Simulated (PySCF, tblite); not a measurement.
# C₅H₇ClF radical: geometry, infrared bands and EPR parameters

Wanted: the infrared bands and EPR parameters of C₅H₇ClF radical (`F[C@@H]1[CH][C@@H](Cl)CC1`), by calculation.

The runs use tblite 0.8.0 and PySCF 2.14.0, with density-fitted response routines of our own; the level of theory stands in each step. All values are computed, except where a source is named. Atoms count from 0, in the outputs and in this text.

### 1 Starting geometry

14 atoms, charge 0, multiplicity 2; geometry from: force field or distance geometry start.

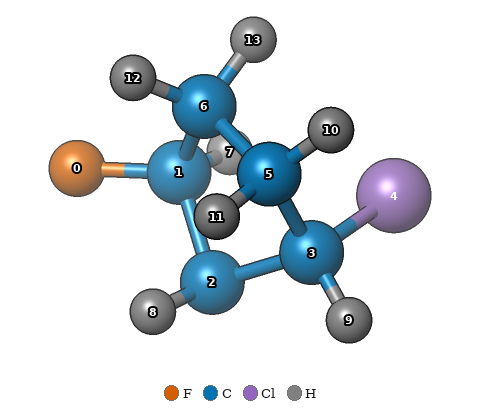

The starting geometry (fluorine orange, carbon blue, chlorine purple, hydrogen grey), atoms numbered.

### 2 Optimising the geometry with GFN2-xTB

What the job is given:

```
{"job": {"kind": "relax", "xc": "GFN2-xTB", "basis": "xTB"}, "charge": 0, "multiplicity": 2}
F     -1.934900     0.579400     1.470700
C     -1.214400     0.236200     0.367100
C     -0.628100    -1.182600     0.474200
C      0.426700    -1.057000    -0.622400
Cl    -0.471400    -0.760700    -2.116200
C      1.158200     0.158800    -0.148100
C      0.000800     1.103200     0.143600
H     -1.849800     0.227900    -0.525600
H     -0.149200    -1.268600     1.467700
H      1.043700    -1.962200    -0.705600
H      1.846000     0.556600    -0.908000
H      1.668400    -0.112800     0.809400
H      0.238100     1.749800     1.025300
H     -0.134800     1.731400    -0.754400
```

Command:

```sh
OMP_NUM_THREADS=1 python probes_run.py task.json out
```

The driver reads the jobs from task.json and runs them one after another.

Standard output:

```text
step      E/eV     max force
  0    -638.36608    2.443
  1    -638.58970    1.198
  2    -638.67384    0.737
  3    -638.73126    0.692
  4    -638.80208    0.818
  5    -638.84066    0.718
  6    -638.86820    0.467
  7    -638.89769    0.576
  8    -638.92820    0.620
  9    -638.96303    0.624
 10    -639.00747    0.621
 11    -639.06717    0.820
 12    -639.13958    0.833
 13    -639.20909    0.654
 14    -639.23956    0.457
 15    -639.23784    1.474
 16    -639.28555    0.486
 17    -639.30889    0.344
 18    -639.35290    0.734
 19    -639.36771    0.292
 20    -639.38489    0.278
 21    -639.40100    0.221
 22    -639.40570    0.164
 23    -639.41119    0.153
 24    -639.41601    0.142
 25    -639.41845    0.149
 26    -639.42013    0.120
 27    -639.42136    0.128
 28    -639.42257    0.086
 29    -639.42361    0.070
 30    -639.42442    0.072
 31    -639.42504    0.062
 32    -639.42565    0.063
 33    -639.42629    0.060
 34    -639.42695    0.073
 35    -639.42760    0.080
 36    -639.42830    0.063
 37    -639.42909    0.064
 38    -639.43000    0.071
 39    -639.43096    0.078
 40    -639.43196    0.097
 41    -639.43300    0.077
 42    -639.43402    0.073
 43    -639.43500    0.068
 44    -639.43618    0.074
 45    -639.43751    0.101
 46    -639.43880    0.090
 47    -639.43992    0.088
 48    -639.44090    0.082
 49    -639.44164    0.099
 50    -639.44250    0.079
 51    -639.44349    0.094
 52    -639.44458    0.095
 53    -639.44597    0.080
 54    -639.44767    0.092
 55    -639.44958    0.112
 56    -639.45174    0.114
 57    -639.45308    0.109
 58    -639.45517    0.183
 59    -639.45699    0.134
 60    -639.46227    0.152
 61    -639.46377    0.125
 62    -639.46581    0.108
 63    -639.46697    0.075
 64    -639.46783    0.065
 65    -639.46852    0.062
 66    -639.46893    0.067
 67    -639.46925    0.055
 68    -639.46954    0.033
 69    -639.46979    0.027
 70    -639.46992    0.024
 71    -639.46999    0.017
 72    -639.47003    0.015
 73    -639.47006    0.014
 74    -639.47008    0.011
 75    -639.47010    0.008
```

It took 0.7 s on 1 thread of Arm Neoverse N1, shared host; peak memory 0.18 GiB.

Along the way: (not every step is listed)

```csv
step,energy from step 0 (eV),largest force (eV/Å)
0,0.0000,2.4426
1,-0.2236,1.1984
2,-0.3078,0.7372
3,-0.3652,0.6917
4,-0.4360,0.8182
5,-0.4746,0.7176
6,-0.5021,0.4673
7,-0.5316,0.5759
8,-0.5621,0.6200
14,-0.8735,0.4573
20,-1.0188,0.2779
26,-1.0540,0.1202
32,-1.0596,0.0627
38,-1.0639,0.0708
44,-1.0701,0.0745
50,-1.0764,0.0791
56,-1.0857,0.1137
62,-1.0997,0.1076
68,-1.1035,0.0327
70,-1.1038,0.0236
71,-1.1039,0.0169
72,-1.1039,0.0149
73,-1.1040,0.0144
74,-1.1040,0.0114
75,-1.1040,0.0079
```

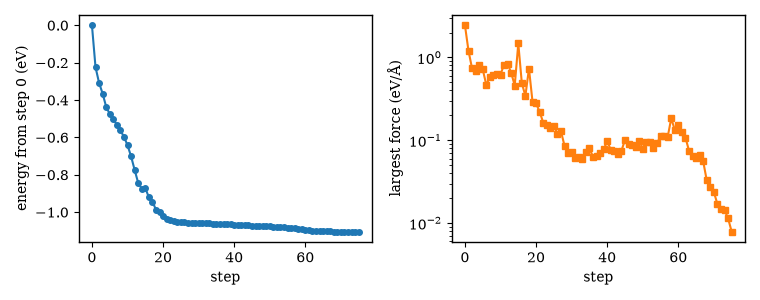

Energy and force, step by step.

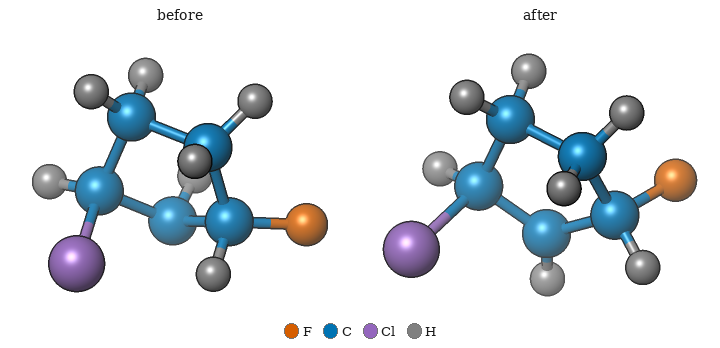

The geometry before (left) and after (right).

Distances of close pairs at the start and the end, largest changes first:

```csv
bond,before (Å),after (Å),change (Å)
C3–Cl4,1.768,1.884,+0.116
C2–C3,1.527,1.443,-0.083
C1–C2,1.539,1.483,-0.056
F0–C1,1.362,1.401,+0.039
C2–H8,1.106,1.073,-0.033
C6–H12,1.119,1.088,-0.031
C5–H11,1.118,1.091,-0.027
C3–C5,1.496,1.522,+0.026
```

The final coordinates are the input of the step that follows.

### 3 Infrared spectrum with GFN2-xTB

What the job is given:

```
{"job": {"kind": "ir", "xc": "GFN2-xTB", "basis": "xTB"}, "charge": 0, "multiplicity": 2}
F     -1.130962     0.466608     2.007851
C     -1.120092     0.312794     0.615047
C     -0.720037    -1.068819     0.255296
C      0.553500    -1.085784    -0.423957
Cl     0.205016    -1.233681    -2.269196
C      1.173132     0.278773    -0.159790
C     -0.040191     1.201681    -0.007657
H     -2.142078     0.575210     0.311292
H     -1.334524    -1.929841     0.434853
H      1.192931    -1.947218    -0.244710
H      1.847033     0.596281    -0.951919
H      1.730473     0.225991     0.777111
H      0.165224     2.066832     0.618899
H     -0.380104     1.540700    -0.985284
```

Standard output:

```text
mode    cm-1     km/mol
  1      73.4      4.16
  2     111.3      3.45
  3     217.8      4.19
  4     307.4      0.02
  5     369.0      9.56
  6     395.9     17.81
  7     452.9      4.36
  8     576.6      7.04
  9     681.3      4.50
 10     725.8      9.48
 11     802.1     13.81
 12     895.2     86.97
 13     948.1      1.01
 14     964.4     19.72
 15     975.2      5.95
 16    1045.5      7.81
 17    1070.1      1.48
 18    1081.6      1.31
 19    1121.7      2.25
 20    1140.0     32.46
 21    1172.3      6.96
 22    1222.3      2.44
 23    1253.2      4.92
 24    1268.6      4.51
 25    1275.4      2.15
 26    1308.1      3.36
 27    1314.8      0.41
 28    1451.2      5.33
 29    1464.3     11.84
 30    2885.1     18.61
 31    2980.8      4.16
 32    2986.2      8.83
 33    3014.5     22.34
 34    3030.2     21.23
 35    3033.8     11.53
 36    3154.9      6.32
```

It took 0.62 s on 1 thread of Arm Neoverse N1, shared host; peak memory 0.18 GiB.

Which atoms move in the most intense modes:

```csv
cm⁻¹,km/mol,atoms
396,17.8,"F0 26 %, H8 26 %"
802,13.8,"F0 17 %, C1 16 %, C6 13 %, H13 12 %"
895,87.0,"C1 21 %, F0 13 %, H11 11 %, C3 10 %"
964,19.7,"C6 23 %, H7 17 %, C1 13 %"
1140,32.5,"H10 25 %, H11 23 %, H13 14 %, H9 11 %"
2885,18.6,H7 93 %
3014,22.3,H13 87 %
3030,21.2,H10 82 %
```

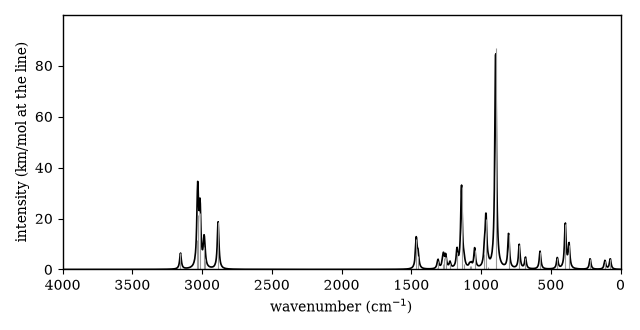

The infrared spectrum from these modes, unscaled. Lines are broadened to a width of 14 cm⁻¹ (Lorentzian).

### 4 g tensor and hyperfine couplings: B3LYP/pcH-1

The job, as its differences from that of step 3:

```diff
@@ -1,2 +1,2 @@
-{"job": {"kind": "ir", "xc": "GFN2-xTB", "basis": "xTB"}, "charge": 0, "multiplicity": 2}
+{"job": {"kind": "epr", "basis": "pcH-1"}, "charge": 0, "multiplicity": 2}
 F     -1.130962     0.466608     2.007851
```

With the program's defaults for keys left out, this is: UKS B3LYP, pcH-1 on C Cl F H, non-relativistic, mean-field spin-orbit, GIAO.

Standard output:

```text
UKS, coarse grid
  cycle   1  E = -754.69193204  |g| = 4.20e-01
  cycle   2  E = -754.63675613  |g| = 6.12e-01
  cycle   3  E = -754.75588048  |g| = 7.05e-02
  cycle   4  E = -754.75728734  |g| = 3.97e-02
  cycle   5  E = -754.75798430  |g| = 6.31e-03
  cycle   6  E = -754.75800521  |g| = 3.48e-03
  cycle   7  E = -754.75801168  |g| = 1.17e-03
  cycle   8  E = -754.75801187  |g| = 6.83e-04
UKS, final grid
  cycle   1  E = -754.75805509  |g| = 1.02e-03
  cycle   2  E = -754.75805432  |g| = 1.63e-03
  cycle   3  E = -754.75805560  |g| = 6.90e-05
  cycle   4  E = -754.75805560  |g| = 2.58e-05
E = -754.75805560 Eh   <S^2> = 0.7550 (exact 0.7500)
g shifts (ppm)      1          2          3
  rmc          -190       -190       -190
  gc             35          1         39
  oz_so       -1620        -52       3399
  total       -1775       -241       3248
hyperfine (MHz)  atom isotope    a_iso     a_fc   dipolar eigenvalues
    0   19F     235.21     234.23    -92.16    -86.73    178.89
    1   13C     -20.55     -20.54     -2.00     -1.23      3.23
    2   13C      80.10      80.11    -75.46    -75.08    150.55
    3   13C     -13.87     -13.78     -4.84     -0.02      4.86
    4  35Cl      43.87      42.71    -31.37    -29.75     61.11
    5   13C       0.78       0.79     -1.25     -0.69      1.95
    6   13C      -0.50      -0.50     -1.18     -0.68      1.86
    7    1H      47.03      47.04     -5.70     -2.31      8.01
    8    1H     -57.44     -57.46    -35.05     -1.91     36.95
    9    1H      37.63      37.66     -5.38     -2.45      7.83
   10    1H       4.22       4.22     -1.99     -1.28      3.27
   11    1H       0.09       0.09     -3.21     -2.24      5.45
   12    1H       4.21       4.21     -1.89     -1.56      3.45
   13    1H       1.30       1.30     -2.65     -2.03      4.68
```

Wall time 1.7 min (1 thread of Arm Neoverse N1, shared host); peak memory 0.97 GiB.

Principal g values 2.00054, 2.00208, 2.00557; g(iso) = 2.00273, against 2.00232 for a free electron.

Hyperfine couplings, nucleus by nucleus at this fixed geometry (no averaging over rotations):

```csv
nuclei,isotope,a(iso) (MHz),"a(iso) (G, at g = 2.0023)",largest dipolar term (MHz)
F0,19F,235.2,83.9,178.9
C2,13C,80.1,28.6,150.5
H8,1H,-57.4,-20.5,37.0
H7,1H,47.0,16.8,8.0
Cl4,35Cl,43.9,15.7,61.1
H9,1H,37.6,13.4,7.8
C1,13C,-20.6,-7.3,3.2
C3,13C,-13.9,-4.9,4.9
H10,1H,4.2,1.5,3.3
H12,1H,4.2,1.5,3.4
H13,1H,1.3,0.5,4.7
C5,13C,0.8,0.3,1.9
C6,13C,-0.5,-0.2,1.9
H11,1H,0.1,0.0,5.5
```

Mulliken spin populations:

F0 0.04; C1 -0.04; C2 0.93; C3 -0.07; Cl4 0.14; C5 0.00; C6 0.00; H7 0.02; H8 -0.04; H9 0.02; H10 0.00; H11 0.00; H12 0.00; H13 0.00

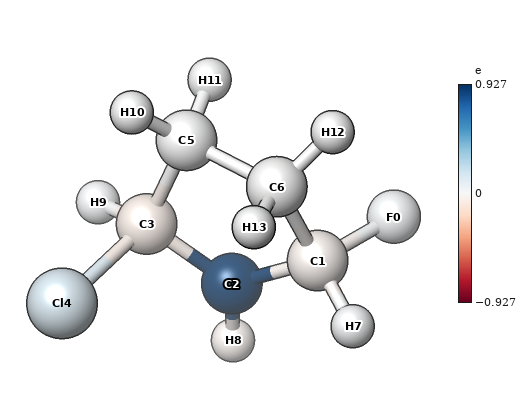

Mulliken spin populations, as colours on the atoms.

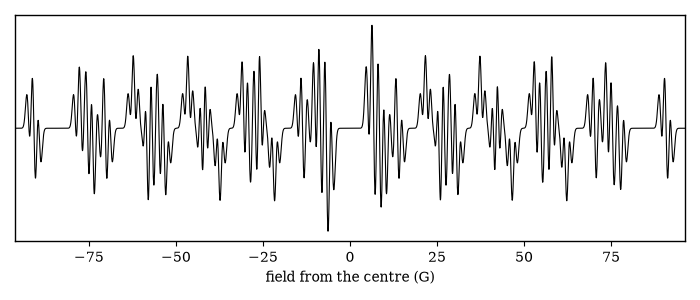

First-order isotropic spectrum (first derivative, main isotopes with spin only, couplings over 0.8 MHz, Gaussian width 0.5 G; couplings of the frozen geometry, rotation of groups not averaged beyond the rows shown).

Orbitals, density, ELF and potential are computed afterwards from the orbital file.

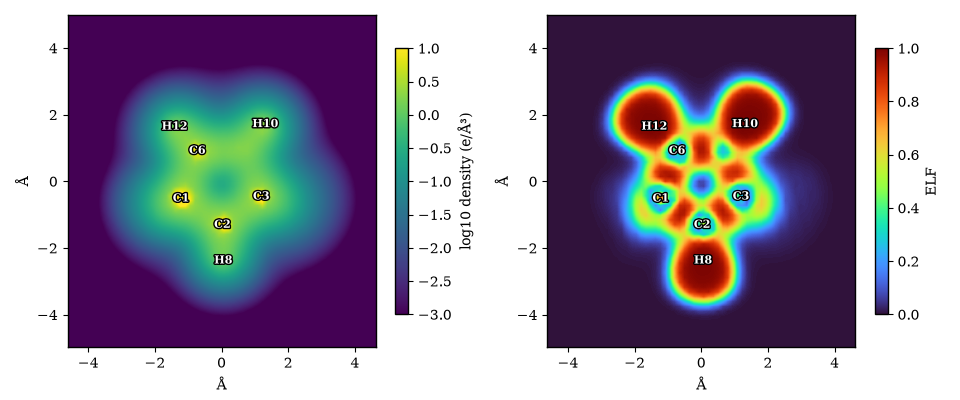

Density (left) and ELF (right) in a plane through or near 7 of the atoms.

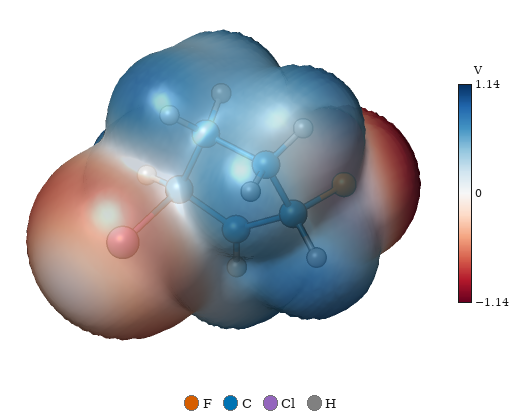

Electrostatic potential on the surface of density 0.002 e/bohr³; red is low, blue high. It runs from -1.02 V near F0 to 1.14 V near H9.

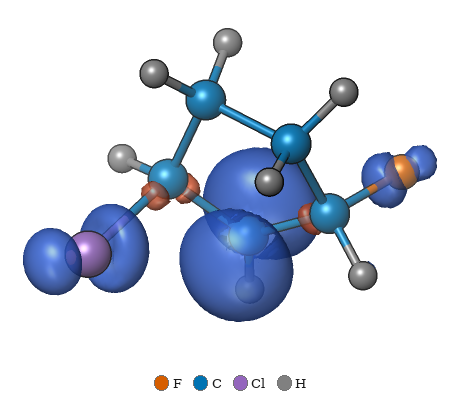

Spin density at ±0.04 e/Å³ (alpha excess blue, beta excess red).

### 5 What came out

```
                                 quantity                 value
strongest single infrared mode (GFN2-xTB)   895 cm⁻¹, 87 km/mol
             zero-point energy (GFN2-xTB)         66.9 kcal/mol
                           g(iso) (B3LYP)               2.00273
                                     ⟨S²⟩    0.755 (exact 0.75)
                           largest a(iso)  19F on F0, 235.2 MHz
    surface potential, least and greatest    -1.02 V and 1.14 V
```

**Reading.** The optimisation took 75 steps and gained 1.104 eV; among the close pairs (by a distance rule), C3–Cl4 changed most, from 1.768 to 1.884 Å. No mode is imaginary among the 36: a minimum at this level. The strongest single mode, at 895 cm⁻¹, has its largest shares on C1, F0, H11 and C3 (the list is cut at 4 atoms). Unscaled tight-binding wavenumbers are off by several per cent, some by more. Its intensities can rank the bands wrongly. C2 carries the largest spin population, 0.93 e. The isotropic g lies 0.4 ppt above the free-electron value.
